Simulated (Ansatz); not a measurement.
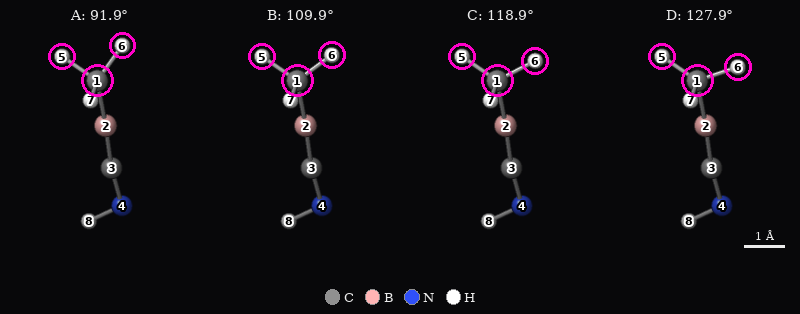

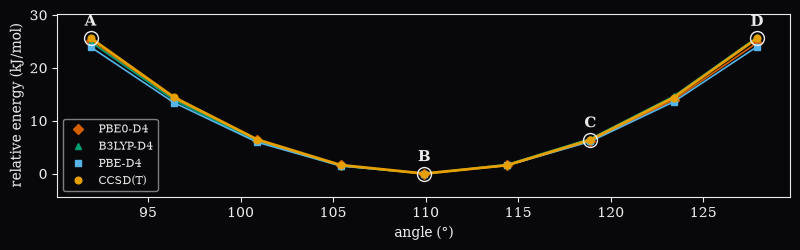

Energy scan for C$_{2}$H$_{4}$BN, in which the H6–C1–H5 angle is varied, with the rest of the molecule carried along rigidly. The lettered frames are marked on the plot, at the values of CCSD(T). The picture is a ball-and-stick view, seen onto the plane of the angle, with a slight tilt. The ringed atoms are those of the scanned coordinate.

Single-point energies from Ansatz with CCSD(T), PBE-D4, B3LYP-D4, PBE0-D4 in the def2-TZVPP basis, on geometries moved rigidly from the minimum at PBE0-D4/def2-TZVP. Coupled cluster with a frozen core. Energies are counted from the PBE0-D4/def2-TZVP minimum geometry at the same level.

**Read off the main features of the energy profile.**

With CCSD(T): of the computed points the lowest is at the angle 109.9°, 0.0 kJ/mol. The curvature at the lowest point is about 5.4 eV/rad². At 91.9° the levels give PBE-D4 23.9 kJ/mol, B3LYP-D4 24.9 kJ/mol, PBE0-D4 25.1 kJ/mol, CCSD(T) 25.6 kJ/mol. Closest to CCSD(T) there is PBE0-D4. At 91.9° to 127.9° the mean-field solution behind CCSD(T) isn't stable (a lower one of broken symmetry exists), so those energies are less reliable.
